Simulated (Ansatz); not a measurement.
# AlSiH3Cl2 (SMILES [SiH3][Al]([Cl])[Cl]): B3LYP/def2-SVP

What is the electronic atomisation energy of AlSiH3Cl2 at B3LYP/def2-SVP? 

The results are computed with Ansatz 0.2.0.

45 further runs of the same task are left out: 45 set aside as unsound or not needed. Runs told in other sessions of the task aren't counted.

## 1. The structure to begin with

AlSiH3Cl2: 7 atoms, total charge 0, spin state singlet. As SMILES, `[SiH3][Al]([Cl])[Cl]`. Geometry: relaxed at PBE0-D4/def2-TZVP.

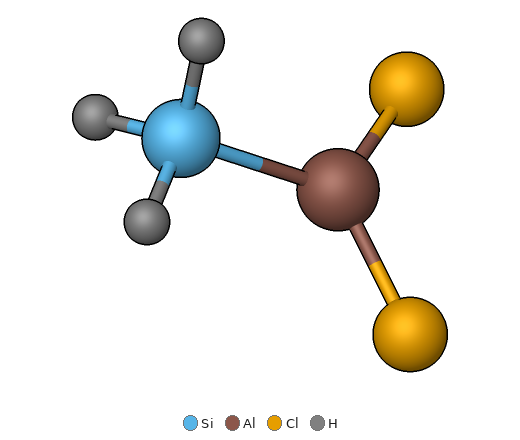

The structure, seen from a chosen angle (silicon blue, aluminium brown, chlorine amber, hydrogen grey).

## 2. The energy at B3LYP/def2-SVP

molecule.yaml

```yaml
crystal:
  periodic: [false, false, false]
  atoms:
    - symbol: Si
      position_ang: [-0.434800, 0.999700, -0.278300]
    - symbol: Al
      position_ang: [0.497800, -1.172400, 0.296300]
    - symbol: Cl
      position_ang: [2.290200, -1.318600, 1.363300]
    - symbol: Cl
      position_ang: [-0.432100, -2.964700, -0.245300]
    - symbol: H
      position_ang: [-1.709600, 0.853800, -1.028500]
    - symbol: H
      position_ang: [-0.687900, 1.781100, 0.962600]
    - symbol: H
      position_ang: [0.537600, 1.753200, -1.115800]
basis:
  gaussian:
    orbitals: def2-SVP
total_charge: 0
hamiltonian:
  xc: {name: B3LYP}
accuracy: high
output: {orbitals: {seedname: orbitals}}
```

Started as:

```console
ansatz run molecule.yaml --threads 1 --pin off --max-ram 2610MiB --events-out events.jsonl --progress --plain --runs-dir runs
```

The log of the run:

```text
Warning: RAYON_NUM_THREADS=1 ignored (pool sized by the plan → 1); use --threads N
Functional definition: B3LYP
  name "B3LYP"
  parameter a0 = 0.2
  parameter ax = 0.72
  parameter ac = 0.81
  exchange = (1 - a0 - ax)*slater_x + ax*b88_x + a0*exact_x
  correlation = (1 - ac)*vwn_rpa_c + ac*lyp_c
1713 factors; integrals over basis functions are off by at most 5.6e-9 eV
mean field evaluation 1: about -39560.7579 eV, gradient 1.9e1 eV
mean field evaluation 2: about -39560.7698 eV, gradient 2.0e1 eV
mean field evaluation 4: about -39561.8390 eV, gradient 4.9e-1 eV
mean field evaluation 8: about -39561.9301 eV, gradient 5.7e-2 eV
mean field evaluation 16: about -39561.9301 eV, gradient 2.2e-6 eV
mean field -39561.93008703 eV, -1453.8741146591 hartree, gradient 9.1e-8 eV, S^2 0.000000; 0 other end points of the search recorded, 0 dependent functions left out
reference -39561.93012955 eV, -1453.8741162217 hartree; 32, 32 occupied and 55, 55 virtual orbitals, 1713 factors
Total energy: -39561.93012955 eV, -1453.8741162217 hartree
```

Run time: 8.1 s. Hardware: 1 thread of Arm Neoverse V2, shared host; peak memory 0.3 GiB.

## 3. The Al atom at the same level

run.yaml

```yaml
crystal:
  periodic: [false, false, false]
  atoms:
    - {symbol: Al, position_ang: [0.000000, 0.000000, 0.000000]}
basis:
  gaussian: {orbitals: def2-SVP}
magnetization: {spin_polarized: true, initial_magnetization: 1}
hamiltonian: {xc: {name: B3LYP}}
accuracy: high
```

Run the same way, it converges to -242.30157 Eh (log not shown).

## 4. The Cl atom at the same level

job.yaml

```yaml
crystal:
  periodic: [false, false, false]
  atoms:
    - symbol: Cl
      position_ang: [0.000000, 0.000000, 0.000000]
basis:
  gaussian:
    orbitals: def2-SVP
hamiltonian:
  xc: {name: B3LYP}
accuracy: high
magnetization:
  spin_polarized: true
  initial_magnetization: 1
```

Run the same way, it converges to -460.00600 Eh (log not shown).

## 5. The H atom

in.yaml

```yaml
crystal:
  periodic: [false, false, false]
  atoms:
    - {symbol: H, position_ang: [0.000000, 0.000000, 0.000000]}
basis:
  gaussian: {orbitals: def2-SVP}
hamiltonian: {xc: {name: B3LYP}}
accuracy: high
magnetization: {spin_polarized: true, initial_magnetization: 1}
```

Started as:

```console
ansatz run in.yaml --threads 1 --pin off --max-ram 2610MiB --events-out events.jsonl --progress --plain --runs-dir runs
```

The log of the run, shortened:

```text
Warning: RAYON_NUM_THREADS=1 ignored (pool sized by the plan → 1); use --threads N
[... 7 set-up lines as earlier in the session ...]
15 factors; integrals over basis functions are off by at most 8.9e-10 eV
mean field evaluation 1: about -13.6398 eV, gradient 1.5e-1 eV
mean field evaluation 2: about -13.6397 eV, gradient 1.5e-1 eV
mean field evaluation 4: about -13.6399 eV, gradient 3.7e-3 eV
mean field evaluation 8: about -13.6399 eV, gradient 1.1e-9 eV
mean field -13.63992910 eV, -0.5012581489 hartree, gradient 1.1e-9 eV, S^2 0.750000; 0 other end points of the search recorded, 0 dependent functions left out
reference -13.63994824 eV, -0.5012588523 hartree; 1, 0 occupied and 4, 5 virtual orbitals, 15 factors
Total energy: -13.63994824 eV, -0.5012588523 hartree
```

Wall time 0.12 s (1 thread of Arm Neoverse V2, shared host).

## 6. The Si atom at the same level

in.yaml

```yaml
crystal:
  periodic: [false, false, false]
  atoms:
    - {symbol: Si, position_ang: [0.000000, 0.000000, 0.000000]}
basis:
  gaussian: {orbitals: def2-SVP}
accuracy: high
hamiltonian: {xc: {name: B3LYP}}
magnetization: {spin_polarized: true, initial_magnetization: 2}
```

Started as:

```console
ansatz run in.yaml --threads 1 --pin off --max-ram 2610MiB --events-out events.jsonl --progress --plain --runs-dir runs
```

The log of the run, shortened:

```text
Warning: RAYON_NUM_THREADS=1 ignored (pool sized by the plan → 1); use --threads N
[... 7 set-up lines as earlier in the session ...]
134 factors; integrals over basis functions are off by at most 2.5e-9 eV
mean field evaluation 1: about -7872.0331 eV, gradient 2.0e0 eV
mean field evaluation 2: about -7872.0783 eV, gradient 5.5e-1 eV
mean field evaluation 4: about -7872.0820 eV, gradient 1.5e-1 eV
mean field evaluation 8: about -7872.0822 eV, gradient 2.9e-4 eV
mean field evaluation 16: about -7871.9859 eV, gradient 2.8e0 eV
mean field evaluation 32: about -7872.0822 eV, gradient 1.0e-4 eV
mean field -7872.08215133 eV, -289.2936831724 hartree, gradient 4.2e-8 eV, S^2 2.002729; 1 other end points of the search recorded, 0 dependent functions left out
reference -7872.08217320 eV, -289.2936839760 hartree; 8, 6 occupied and 10, 12 virtual orbitals, 134 factors
Total energy: -7872.08217320 eV, -289.2936839760 hartree
```

Wall time 0.93 s (1 thread of Arm Neoverse V2, shared host).

## 7. Results

At B3LYP/def2-SVP:

```
                     quantity           value
       molecule: total energy  -1453.87412 Eh
        molecule: HOMO energy        -8.02 eV
        molecule: LUMO energy        -1.84 eV
      molecule: HOMO–LUMO gap         6.17 eV
        Al atom: total energy   -242.30157 Eh
                Al atom: ⟨S²⟩           0.753
        Cl atom: total energy   -460.00600 Eh
                Cl atom: ⟨S²⟩           0.752
         H atom: total energy     -0.50126 Eh
                 H atom: ⟨S²⟩           0.750
        Si atom: total energy   -289.29368 Eh
                Si atom: ⟨S²⟩           2.003
electronic atomisation energy       20.764 eV
```

In words: Taking the molecule apart into free atoms costs 20.76 eV (2003 kJ/mol), before zero-point energy and without spin-orbit coupling.
